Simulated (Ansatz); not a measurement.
Mg (hcp, Mg type)

Space group P6₃/mmc (No. 194); a = b = 3.1731 Å, c = 5.1825 Å, α = β = 90.00°, γ = 120.00°

```tsv
atom	site	symmetry	x	y	z
Mg	2d	-6m2	0.6667	0.3333	0.2500
```

E(V) scan at fixed shape, V₀ the volume above. Symmetry pins the atoms to their sites.

Method: r2SCAN (plane waves to 500 eV, PAW, scalar-relativistic; Ansatz, a first-principles code). k mesh 18×18×10 (Γ-centred), Fermi-Dirac smearing 0.05 eV. The energy includes the smearing's −TS. With the shape held, the modulus is that of even scaling; a crystal free to change shape is softer. Mg was relaxed with its symmetry unable to fall. The zero of ΔE is the relaxed starting cell.

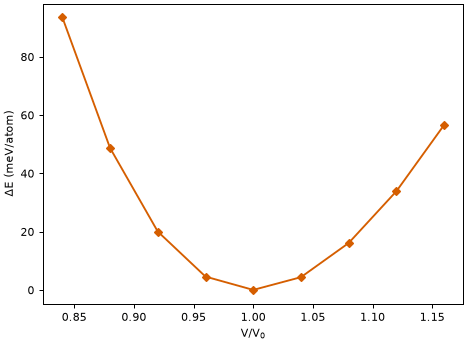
Fig. 1. ΔE (meV/atom) against V/V₀; one marker a computed point.

Task: What is ΔE at V/V₀ = 1.160?

Result: About 57 meV/atom.

Task: What is ΔE at V/V₀ = 0.840?

Result: About 94 meV/atom.

Task: What bulk modulus at fixed cell shape B₀ follows from a third-order Birch-Murnaghan fit?

Result: About 40 GPa.

(Under strain, the slope of the energy per volume gives the stress and its curvature an elastic modulus.)
